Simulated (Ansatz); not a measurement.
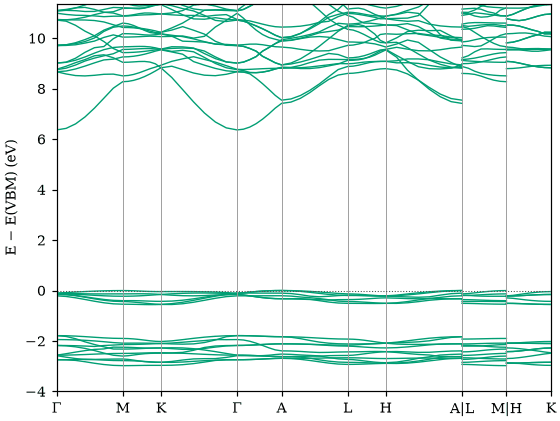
Figure: Band structure from r²SCAN in the plane-wave PAW code Ansatz

Question: Read off the gap and where the band edges lie.

Answer: About 6.4 eV (6.37 eV by a search for the band edges); maximum at A, minimum at Γ.

The material is K₃NaS₂O₈ in space group P-3m1 (No. 164; Pearson symbol hP14).

The first step of the workflow began from a Materials Project structure, measured or hypothetical; the Crystallography Open Database files this formula in space group No. 164, but the cells were not matched. Whether it is the stable phase at ambient conditions was not checked. The cell was relaxed with r²SCAN under the symmetry of its start; whether a distortion lowers the energy is not shown.

Potentials: the later of the program's two PAW sets.
